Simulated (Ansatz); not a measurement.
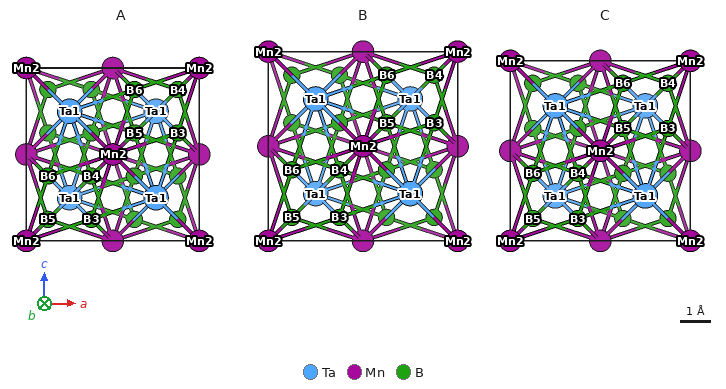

3 geometries from one relaxation of solid TaMnB4 (a generated structure, set up in F-43m) (coarse preliminary run), in shuffled order. Style: ball-and-stick. Shown: the conventional cell (4 times the calculation's cell), along the b axis. Lengths and directions refer to the drawn axes.

The calculation used Ansatz 0.2.0, DFT PBE, scalar-relativistic, plane waves, PAW. Settings: plane-wave cutoff 420 eV; k-point mesh 6 × 6 × 6; occupations gaussian; smearing width 0.1 eV; collinear spin; cell and atoms relaxed; force threshold 0.04 eV/Å; at most 70 steps.

**Put them in the order of the run, from the start to the converged end.**

B, C, A. They are steps 0, 1, 5, at +2.459 eV per cell of the calculation, +0.560 eV per cell of the calculation relative to the last. The atoms keep their places relative to the cell (all moves are under 0.005 Å). The volume changes by −23.8 %, with a = b = c 6.414 → 5.859 Å (−8.6 %). Some distances before and after: Ta1–Mn2 2.777 → 2.537 Å, Mn2–B3 2.661 → 2.430 Å, Ta1–B3 2.658 → 2.428 Å. The space group stays F-43m (No. 216). The energy falls by 2.459 eV per cell of the calculation in 4 accepted moves (5 points after the start). The largest force component goes from 0.024 to 0.0093 eV/Å. Pressure: −38.76 GPa at the start and −0.20 GPa at the end. At 1 point the geometry stayed and the basis and grid were re-selected for the new cell (energy shift of 7.5 meV per cell of the calculation at most each time).
